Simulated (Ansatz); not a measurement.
**Nudged elastic band, with input and output: SiC18 (part 3 of 4)**

SiC18 (slab, 19 atoms in the cell); DFT PBE, scalar-relativistic, plane waves, PAW, spin-polarised (Ansatz 0.2.0); cutoff 420 eV, 2×2×1 k-mesh, Fermi–Dirac smearing of 0.02 eV, collinear spins. It belongs to a series of runs on one base structure; here: band between the two ends.

Geometry of the input (Å; fractional positions):
```
7.3980  0.0000  0.0000
-3.6990  6.4069  0.0000
0.0000  0.0000  11.0000
C  0.0052  0.0018  0.0866
C  0.2268  0.1117  0.0860
C  0.0041  0.3347  0.0859
C  0.2257  0.4447  0.0866
C  0.0050  0.6677  0.0909
C  0.2258  0.7787  0.0909
C  0.3377  0.0009  0.0893
C  0.5600  0.1128  0.0899
C  0.3369  0.3333  0.0861
C  0.5580  0.4426  0.0912
C  0.3351  0.6658  0.0923
C  0.5591  0.7798  0.0960
C  0.6729  0.0038  0.0913
C  0.8940  0.1132  0.0861
C  0.6708  0.3337  0.0899
C  0.8931  0.4455  0.0893
C  0.6717  0.6666  0.0960
C  0.8957  0.7806  0.0923
Si 0.6159  0.7238  0.2790
```

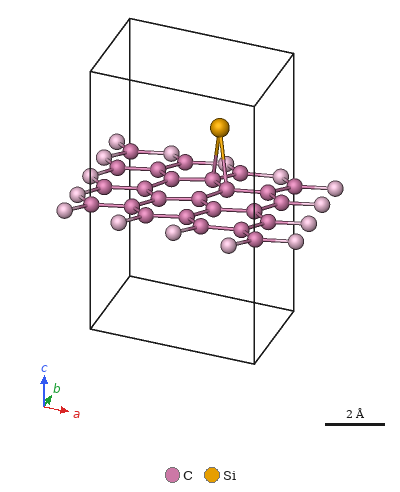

*The structure as given in the input (ball-and-stick view of the cell of the calculation, with the vacuum cut short, seen slightly off an axis; neighbours outside the cell are drawn fainter). An atom can appear more than once, as a periodic image.*

Log, continued:
```
NEB image 3, as the band closes
preconditioner: auto → LDOS  [metal: Δε(μ)=0.001 eV  Ē_g=13.628 eV  σ=0.020 eV  W_gap=0.01  n_scr=72 (ndim 8)  ℏωp=14.2 eV  f_vac=0.604  D(μ)=6.26/eV (n_scr^D=22)]
spin=Collinear: LDOS preconditioning applied to the charge; magnetization (m = ρ↑ − ρ↓) channel mixes plain (no charge-response kernel on spin).
NEB point 1 about image 3
preconditioner: auto → LDOS  [metal: Δε(μ)=0.039 eV  Ē_g=13.628 eV  σ=0.020 eV  W_gap=0.45  n_scr=72 (ndim 8)  ℏωp=14.2 eV  f_vac=0.604  D(μ)=4.97/eV (n_scr^D=22)]
spin=Collinear: LDOS preconditioning applied to the charge; magnetization (m = ρ↑ − ρ↓) channel mixes plain (no charge-response kernel on spin).
NEB point 2 about image 3
preconditioner: auto → LDOS  [metal: Δε(μ)=0.038 eV  Ē_g=13.628 eV  σ=0.020 eV  W_gap=0.44  n_scr=72 (ndim 8)  ℏωp=14.2 eV  f_vac=0.604  D(μ)=5.05/eV (n_scr^D=22)]
spin=Collinear: LDOS preconditioning applied to the charge; magnetization (m = ρ↑ − ρ↓) channel mixes plain (no charge-response kernel on spin).
NEB point 3 about image 3
preconditioner: auto → LDOS  [metal: Δε(μ)=0.013 eV  Ē_g=13.624 eV  σ=0.020 eV  W_gap=0.17  n_scr=72 (ndim 8)  ℏωp=14.2 eV  f_vac=0.604  D(μ)=6.09/eV (n_scr^D=22)]
spin=Collinear: LDOS preconditioning applied to the charge; magnetization (m = ρ↑ − ρ↓) channel mixes plain (no charge-response kernel on spin).
NEB point 4 about image 3
preconditioner: auto → LDOS  [metal: Δε(μ)=0.012 eV  Ē_g=13.627 eV  σ=0.020 eV  W_gap=0.15  n_scr=72 (ndim 8)  ℏωp=14.2 eV  f_vac=0.604  D(μ)=6.12/eV (n_scr^D=22)]
spin=Collinear: LDOS preconditioning applied to the charge; magnetization (m = ρ↑ − ρ↓) channel mixes plain (no charge-response kernel on spin).
NEB point 5 about image 3
preconditioner: auto → LDOS  [metal: Δε(μ)=0.009 eV  Ē_g=13.618 eV  σ=0.020 eV  W_gap=0.11  n_scr=72 (ndim 8)  ℏωp=14.2 eV  f_vac=0.603  D(μ)=6.18/eV (n_scr^D=22)]
spin=Collinear: LDOS preconditioning applied to the charge; magnetization (m = ρ↑ − ρ↓) channel mixes plain (no charge-response kernel on spin).
NEB point 6 about image 3
preconditioner: auto → LDOS  [metal: Δε(μ)=0.003 eV  Ē_g=13.607 eV  σ=0.020 eV  W_gap=0.04  n_scr=72 (ndim 8)  ℏωp=14.2 eV  f_vac=0.603  D(μ)=6.26/eV (n_scr^D=22)]
spin=Collinear: LDOS preconditioning applied to the charge; magnetization (m = ρ↑ − ρ↓) channel mixes plain (no charge-response kernel on spin).
NEB point 7 about image 3
preconditioner: auto → LDOS  [metal: Δε(μ)=0.005 eV  Ē_g=13.597 eV  σ=0.020 eV  W_gap=0.06  n_scr=72 (ndim 8)  ℏωp=14.2 eV  f_vac=0.603  D(μ)=6.24/eV (n_scr^D=22)]
spin=Collinear: LDOS preconditioning applied to the charge; magnetization (m = ρ↑ − ρ↓) channel mixes plain (no charge-response kernel on spin).
NEB point 8 about image 3
preconditioner: auto → LDOS  [metal: Δε(μ)=0.004 eV  Ē_g=13.601 eV  σ=0.020 eV  W_gap=0.05  n_scr=72 (ndim 8)  ℏωp=14.2 eV  f_vac=0.603  D(μ)=6.24/eV (n_scr^D=22)]
spin=Collinear: LDOS preconditioning applied to the charge; magnetization (m = ρ↑ − ρ↓) channel mixes plain (no charge-response kernel on spin).
NEB point 9 about image 3
preconditioner: auto → LDOS  [metal: Δε(μ)=0.001 eV  Ē_g=13.606 eV  σ=0.020 eV  W_gap=0.01  n_scr=72 (ndim 8)  ℏωp=14.2 eV  f_vac=0.603  D(μ)=6.26/eV (n_scr^D=22)]
spin=Collinear: LDOS preconditioning applied to the charge; magnetization (m = ρ↑ − ρ↓) channel mixes plain (no charge-response kernel on spin).
NEB point 10 about image 3
preconditioner: auto → LDOS  [metal: Δε(μ)=0.005 eV  Ē_g=13.629 eV  σ=0.020 eV  W_gap=0.06  n_scr=72 (ndim 8)  ℏωp=14.2 eV  f_vac=0.604  D(μ)=6.23/eV (n_scr^D=22)]
spin=Collinear: LDOS preconditioning applied to the charge; magnetization (m = ρ↑ − ρ↓) channel mixes plain (no charge-response kernel on spin).
NEB point 11 about image 3
preconditioner: auto → LDOS  [metal: Δε(μ)=0.007 eV  Ē_g=13.645 eV  σ=0.020 eV  W_gap=0.09  n_scr=72 (ndim 8)  ℏωp=14.2 eV  f_vac=0.605  D(μ)=6.20/eV (n_scr^D=22)]
spin=Collinear: LDOS preconditioning applied to the charge; magnetization (m = ρ↑ − ρ↓) channel mixes plain (no charge-response kernel on spin).
NEB point 12 about image 3
preconditioner: auto → LDOS  [metal: Δε(μ)=0.002 eV  Ē_g=13.645 eV  σ=0.020 eV  W_gap=0.02  n_scr=72 (ndim 8)  ℏωp=14.2 eV  f_vac=0.605  D(μ)=6.25/eV (n_scr^D=22)]
spin=Collinear: LDOS preconditioning applied to the charge; magnetization (m = ρ↑ − ρ↓) channel mixes plain (no charge-response kernel on spin).
NEB point 13 about image 3
preconditioner: auto → LDOS  [metal: Δε(μ)=0.005 eV  Ē_g=13.630 eV  σ=0.020 eV  W_gap=0.06  n_scr=72 (ndim 8)  ℏωp=14.2 eV  f_vac=0.604  D(μ)=6.23/eV (n_scr^D=22)]
spin=Collinear: LDOS preconditioning applied to the charge; magnetization (m = ρ↑ − ρ↓) channel mixes plain (no charge-response kernel on spin).
NEB point 14 about image 3
preconditioner: auto → LDOS  [metal: Δε(μ)=0.001 eV  Ē_g=13.631 eV  σ=0.020 eV  W_gap=0.02  n_scr=72 (ndim 8)  ℏωp=14.2 eV  f_vac=0.604  D(μ)=6.25/eV (n_scr^D=22)]
spin=Collinear: LDOS preconditioning applied to the charge; magnetization (m = ρ↑ − ρ↓) channel mixes plain (no charge-response kernel on spin).
NEB point 15 about image 3
preconditioner: auto → LDOS  [metal: Δε(μ)=0.007 eV  Ē_g=13.615 eV  σ=0.020 eV  W_gap=0.09  n_scr=72 (ndim 8)  ℏωp=14.2 eV  f_vac=0.604  D(μ)=6.21/eV (n_scr^D=22)]
spin=Collinear: LDOS preconditioning applied to the charge; magnetization (m = ρ↑ − ρ↓) channel mixes plain (no charge-response kernel on spin).
NEB point 16 about image 3
preconditioner: auto → LDOS  [metal: Δε(μ)=0.005 eV  Ē_g=13.606 eV  σ=0.020 eV  W_gap=0.07  n_scr=72 (ndim 8)  ℏωp=14.2 eV  f_vac=0.604  D(μ)=6.23/eV (n_scr^D=22)]
spin=Collinear: LDOS preconditioning applied to the charge; magnetization (m = ρ↑ − ρ↓) channel mixes plain (no charge-response kernel on spin).
NEB point 17 about image 3
preconditioner: auto → LDOS  [metal: Δε(μ)=0.026 eV  Ē_g=13.606 eV  σ=0.020 eV  W_gap=0.32  n_scr=72 (ndim 8)  ℏωp=14.2 eV  f_vac=0.603  D(μ)=5.63/eV (n_scr^D=22)]
spin=Collinear: LDOS preconditioning applied to the charge; magnetization (m = ρ↑ − ρ↓) channel mixes plain (no charge-response kernel on spin).
NEB point 18 about image 3
preconditioner: auto → LDOS  [metal: Δε(μ)=0.027 eV  Ē_g=13.637 eV  σ=0.020 eV  W_gap=0.32  n_scr=72 (ndim 8)  ℏωp=14.2 eV  f_vac=0.604  D(μ)=5.65/eV (n_scr^D=22)]
spin=Collinear: LDOS preconditioning applied to the charge; magnetization (m = ρ↑ − ρ↓) channel mixes plain (no charge-response kernel on spin).
NEB point 19 about image 3
preconditioner: auto → LDOS  [metal: Δε(μ)=0.019 eV  Ē_g=13.619 eV  σ=0.020 eV  W_gap=0.24  n_scr=72 (ndim 8)  ℏωp=14.2 eV  f_vac=0.603  D(μ)=5.90/eV (n_scr^D=22)]
spin=Collinear: LDOS preconditioning applied to the charge; magnetization (m = ρ↑ − ρ↓) channel mixes plain (no charge-response kernel on spin).
NEB point 20 about image 3
preconditioner: auto → LDOS  [metal: Δε(μ)=0.008 eV  Ē_g=13.620 eV  σ=0.020 eV  W_gap=0.10  n_scr=72 (ndim 8)  ℏωp=14.2 eV  f_vac=0.603  D(μ)=6.19/eV (n_scr^D=22)]
spin=Collinear: LDOS preconditioning applied to the charge; magnetization (m = ρ↑ − ρ↓) channel mixes plain (no charge-response kernel on spin).
NEB point between images 0 and 1
preconditioner: auto → Resta (q_TF=auto, 1.979 Å⁻¹)  ε∞=2.1  [insulator: Δε(μ)=0.179 eV  Ē_g=13.617 eV  σ=0.020 eV  W_gap=0.98  n_scr=72 (ndim 8)  ℏωp=14.2 eV  f_vac=0.603  D(μ)=0.31/eV (n_scr^D=0)  ε∞_Penn≈2.1  vacuum switching on, ρ_ref=1.3e-2 e/Å³]
spin=Collinear: Resta preconditioning applied to the charge; magnetization (m = ρ↑ − ρ↓) channel mixes plain (no charge-response kernel on spin).
NEB point between images 1 and 2
preconditioner: auto → Resta (q_TF=auto, 1.979 Å⁻¹)  ε∞=2.1  [insulator: Δε(μ)=0.150 eV  Ē_g=13.617 eV  σ=0.020 eV  W_gap=0.95  n_scr=72 (ndim 8)  ℏωp=14.2 eV  f_vac=0.603  D(μ)=0.58/eV (n_scr^D=0)  ε∞_Penn≈2.1  vacuum switching on, ρ_ref=1.3e-2 e/Å³]
spin=Collinear: Resta preconditioning applied to the charge; magnetization (m = ρ↑ − ρ↓) channel mixes plain (no charge-response kernel on spin).
NEB point between images 2 and 3
preconditioner: auto → Resta (q_TF=auto, 1.979 Å⁻¹)  ε∞=2.1  [insulator: Δε(μ)=0.102 eV  Ē_g=13.633 eV  σ=0.020 eV  W_gap=0.85  n_scr=72 (ndim 8)  ℏωp=14.2 eV  f_vac=0.602  D(μ)=1.73/eV (n_scr^D=2)  ε∞_Penn≈2.1  vacuum switching on, ρ_ref=1.3e-2 e/Å³]
spin=Collinear: Resta preconditioning applied to the charge; magnetization (m = ρ↑ − ρ↓) channel mixes plain (no charge-response kernel on spin).
NEB point between images 3 and 4
preconditioner: auto → Resta (q_TF=auto, 1.979 Å⁻¹)  ε∞=2.1  [insulator: Δε(μ)=0.178 eV  Ē_g=13.617 eV  σ=0.020 eV  W_gap=0.98  n_scr=72 (ndim 8)  ℏωp=14.2 eV  f_vac=0.603  D(μ)=0.31/eV (n_scr^D=0)  ε∞_Penn≈2.1  vacuum switching on, ρ_ref=1.3e-2 e/Å³]
spin=Collinear: Resta preconditioning applied to the charge; magnetization (m = ρ↑ − ρ↓) channel mixes plain (no charge-response kernel on spin).
NEB iter   9: max|band force component| = 6.840e-3 eV/Å  barrier→ = 0.0432 eV  barrier← = 0.0432 eV  CI = image 3  CI's point: of a kind that is not told: the force calls were inconclusive, a negative curvature could not be distinguished from the path's own, the only one lies far off the path, or fixed occupations may fill a level only in part  Δτ_max = 0.0000 Å  (346 SCF iters)
  M     (μB):  +1.0000  +1.0000  +1.0000  +1.0000  +1.0000
  M_abs (μB):   1.1333   1.1568   1.1327   1.1562   1.1334
Magnetization: 1.0000 μB (38.5000 up, 37.5000 down)
Absolute magnetization: 1.1562 μB (∫|ρ↑−ρ↓|, with the PAW one-centre terms)
Spin contamination: 0.0300 ħ² per cell (⟨S²⟩ above its minimum at these occupations)
Per-site moments (μB) at R_I (Å): [(-0.004988481756329539, 0.5844599042259971), (0.012051234974817446, 0.5844816602973086), (-0.0032693478114770567, 0.5846685406824691), (0.01731553117785353, 0.5869153301497979), (-0.0056546954797886415, 0.5916676764193921), (0.007437559402356514, 0.5845525332572007), (0.0005111531874306689, 0.5851811906741183), (-0.0020440276477704544, 0.5847121571208602), (-0.0032833772880954937, 0.5847219179637307), (0.01482398269754541, 0.5847219179637307), (-0.006014483020273725, 0.5845525332572007), (0.007499597395948622, 0.5845596633837167), (0.0005140375871452643, 0.5851621700977723), (0.012057334725395353, 0.5844599042259971), (0.010590784914553909, 0.5847121571208602), (0.014707490911536988, 0.5846685406824691), (-0.005692163077076624, 0.5916449976661463), (0.0006677358048938889, 0.5907563713129286), (0.18441694163406377, 0.8558574804585686)]
Free energy (F): -5148.707203 eV
Harris-Foulkes:  -5148.707203 eV  (|F-HF|=1.74e-9)
Internal energy: -5148.700244 eV  (E = F + TS)
E sigma→0 (E₀):  -5148.703723 eV
Entropy (-TS):   -0.006959 eV (-0.366 meV/atom)
Fermi energy:    0.039705 eV
--- Per-component energies (eV) ---
  E_band       = -704.464999
  E_kinetic    = 1678.111059
  E_local      = -15164.559929  (includes V_loc(G=0)·N_el)
  E_nonlocal   = 517.792655
  E_hartree    = 6751.828399
  E_xc         = -918.473515
  E_vxc        = -1115.249464  (∫ρ·V_xc dr)
  E_paw        = -2300.134946  (= ΣΔE_a)
  E_vpaw       = -124.213634  (= ΣTr[D̂ρ^β])
  E_aug_tail   = 0.000144  (compensation charges beyond the density's cutoff)
  E_ewald      = 4286.735889
  E_smearing   = -0.006959  (= −TS)
  E_closure    = 0.000000  (closes the sum)
  Σ components = -5148.707203   (vs F -5148.707203, Δ=0.00e0)
--- Forces (eV/Å), atoms counted from 1 ---
  atom   1  C      0.00283708     0.00136676    -0.00116984
  atom   2  C     -0.00258852    -0.00122814     0.00024694
  atom   3  C      0.00435078     0.00047091     0.00027728
  atom   4  C     -0.00522715    -0.00070411    -0.00015814
[...]
  atom   5  C      0.00270048     0.00093471     0.00167731
  atom   6  C     -0.00212675    -0.00029504    -0.00003657
  atom   7  C      0.00147128    -0.00156260     0.00026839
  atom   8  C      0.00165246     0.00065802     0.00021151
  atom   9  C      0.00510615     0.00085968    -0.00004866
  atom  10  C     -0.00499186     0.00308917    -0.00071425
  atom  11  C      0.00131948     0.00075567    -0.00018922
  atom  12  C     -0.00158275    -0.00225264     0.00017450
  atom  13  C      0.00081221     0.00193811    -0.00041273
  atom  14  C     -0.00133284    -0.00058667    -0.00011679
  atom  15  C      0.00478232    -0.00152413    -0.00003979
  atom  16  C     -0.00553038     0.00070749     0.00119422
  atom  17  C      0.00221758    -0.00232661    -0.00497181
  atom  18  C     -0.00449204     0.00002573     0.00416119
  atom  19  Si     0.00059968    -0.00031497    -0.00040618
  max |Σ_I F_I| component: 5.26e-5 eV/Å
--- Band table (eV; the first three rows and the last of 8) ---
  k-point 0 ↑: bands = ["-20.0263", "-17.8378", "-17.4026", "-17.3713", "-17.2715", "-17.2307", "-17.1873", "-13.1809", "-13.0358", "-12.9880", "-12.9616", "-11.0435", "-10.9550", "-10.2589", "-10.1189", "-10.0844", "-9.9924", "-9.9898", "-9.9415", "-9.0985", "-6.9294", "-6.2601", "-6.2450", "-6.2020", "-6.1144", "-6.1013", "-6.0998", "-5.5348", "-5.3122", "-4.9984", "-4.9181", "-4.8653", "-4.3847", "-3.4252", "-3.3969", "-1.1346", "-1.0515", "-0.6549", "-0.3771", "0.2424", "0.9795", "2.5708", "2.8860", "3.7066", "4.1387", "4.2191", "4.3429", "4.5723", "4.5733", "4.6173", "5.3457", "5.5581", "5.6362", "6.1917", "6.4003", "6.7709", "6.7761", "6.9111"]
  k-point 1 ↑: bands = ["-19.5472", "-19.1799", "-18.0669", "-17.9583", "-15.7467", "-15.5095", "-15.4806", "-15.4262", "-14.7003", "-13.6435", "-11.9368", "-11.9306", "-11.7358", "-11.7313", "-9.2728", "-8.5435", "-8.5046", "-8.3710", "-8.3515", "-8.1749", "-8.1229", "-7.2233", "-6.8135", "-6.8099", "-6.7869", "-6.2609", "-5.9699", "-5.8220", "-5.6114", "-4.9229", "-4.6125", "-4.4988", "-3.5320", "-3.4714", "-3.2215", "-3.0135", "-2.7285", "-0.4641", "0.1884", "1.3424", "1.6698", "2.0831", "2.1861", "2.2432", "2.9823", "3.8260", "3.8889", "4.8486", "4.8792", "5.6102", "5.6127", "5.7517", "5.8033", "5.8577", "6.3761", "6.6078", "6.7338", "6.7835"]
  k-point 2 ↑: bands = ["-19.5417", "-19.1862", "-18.0718", "-17.9581", "-15.7116", "-15.5320", "-15.4892", "-15.4202", "-14.6752", "-13.6780", "-11.9860", "-11.8861", "-11.7674", "-11.7255", "-9.1732", "-8.5598", "-8.5042", "-8.3821", "-8.3557", "-8.1495", "-8.1340", "-7.2554", "-6.8528", "-6.8134", "-6.7878", "-6.3018", "-5.9185", "-5.7747", "-5.6435", "-4.8709", "-4.6139", "-4.4951", "-3.6715", "-3.4269", "-3.1942", "-3.0039", "-2.7296", "-0.3033", "0.0394", "1.0910", "1.8919", "2.0369", "2.1941", "2.2398", "2.9948", "3.8140", "3.9639", "4.8366", "4.9097", "5.5110", "5.6883", "5.7469", "5.7992", "5.8847", "6.3176", "6.4245", "6.7449", "6.8846"]
  k-point 3 ↓: bands = ["-19.5213", "-19.1713", "-18.0549", "-17.9390", "-15.6908", "-15.5167", "-15.4786", "-15.3998", "-14.6588", "-13.6638", "-11.9680", "-11.8699", "-11.7507", "-11.7129", "-8.9478", "-8.5479", "-8.4697", "-8.3652", "-8.3426", "-8.1230", "-8.1193", "-7.2149", "-6.8436", "-6.8039", "-6.7763", "-6.2029", "-5.8514", "-5.7574", "-5.6336", "-4.6034", "-4.5487", "-4.4830", "-3.5704", "-3.3267", "-3.1140", "-2.9440", "-2.7024", "0.3589", "0.6223", "1.1965", "1.9614", "2.1628", "2.2706", "2.4389", "3.2298", "3.9378", "4.1043", "4.9840", "5.0824", "5.6211", "5.8037", "5.8495", "5.9199", "5.9778", "6.5115", "6.6079", "6.9281", "6.9897"]
this run last wrote the band of iteration 9 to [file]
--- NEB band (5 images, 9 band iterations, 715 SCF iterations) ---
  forward barrier  = 0.043212 eV
  backward barrier = 0.043212 eV
  lagrangian_above_aufbau_ev (what the smearing adds, to first order; not taken off the barriers): saddle image -0.006844 eV, end points -0.004489 and -0.004489 eV
  climbing image's point = of a kind that is not told: the force calls were inconclusive, a negative curvature could not be distinguished from the path's own, the only one lies far off the path, or fixed occupations may fill a level only in part (lowest curvatures found: -1.33 and 1.08 eV/Å²)
  energies are F+E_penalty+E_count in eV, relative to image 0
  image     s (Å)  Δ vs image 0  max|band force component| (eV/Å)     M (μB)  M_abs (μB)
      0    0.0000      0.000000                                 —    +1.0000      1.1333
      1    0.6206      0.043200                          6.840e-3    +1.0000      1.1568
      2    1.2411     -0.000081                          3.064e-3    +1.0000      1.1327
  *   3    1.8617      0.043212                          5.398e-3    +1.0000      1.1562
      4    2.4806      0.000000                                 —    +1.0000      1.1334
  climbing-image geometry (image 3):
  cell:  # Å, volume = 521.3771 Å³
    - [7.398, 0.0, 0.0]
    - [-3.699, 6.406856, 0.0]
    - [0.0, 0.0, 11.0]
  atoms:
    - { symbol: C, position: [0.006474031080986844, 0.005350019397309351, 0.08685107212672204] }
    - { symbol: C, position: [0.22761048265283235, 0.11353694774006635, 0.08606589953420732] }
    - { symbol: C, position: [0.004777719635377681, 0.3350699015846165, 0.08821834132212744] }
    - { symbol: C, position: [0.2268259148193265, 0.44602905854084407, 0.09110550828094591] }
    - { symbol: C, position: [0.004617378351936208, 0.6670138278030988, 0.09716571104737391] }
    - { symbol: C, position: [0.22842488431275418, 0.780185720360019, 0.09403778837139247] }
    - { symbol: C, position: [0.3378295021817576, 0.001377744414227357, 0.08821191734318769] }
    - { symbol: C, position: [0.5596227015886132, 0.11165436468529548, 0.08565590014967757] }
    - { symbol: C, position: [0.33789489521231997, 0.3350742387494168, 0.0882347319771626] }
    - { symbol: C, position: [0.5591135339135194, 0.44337482473786977, 0.08967726126143277] }
    - { symbol: C, position: [0.33819828126209595, 0.6687768187906025, 0.0938839181041261] }
    - { symbol: C, position: [0.5593831314588682, 0.7801876602228619, 0.09409636636144558] }
    - { symbol: C, position: [0.6711402182859004, 0.0013710016982862797, 0.08824912155730913] }
    - { symbol: C, position: [0.8935263965933967, 0.11353082884715367, 0.0860907169565657] }
    - { symbol: C, position: [0.6702430164471447, 0.3328973387256441, 0.08512254376649138] }
    - { symbol: C, position: [0.8918776337778106, 0.44336892011488493, 0.08963188876825212] }
    - { symbol: C, position: [0.6700153273762197, 0.6670224419630342, 0.097260971723554] }
    - { symbol: C, position: [0.8947709957801668, 0.7819175343741617, 0.09073347767254354] }
    - { symbol: Si, position: [0.8610839977689718, 0.7140338972506062, 0.2751615736754822] }
```
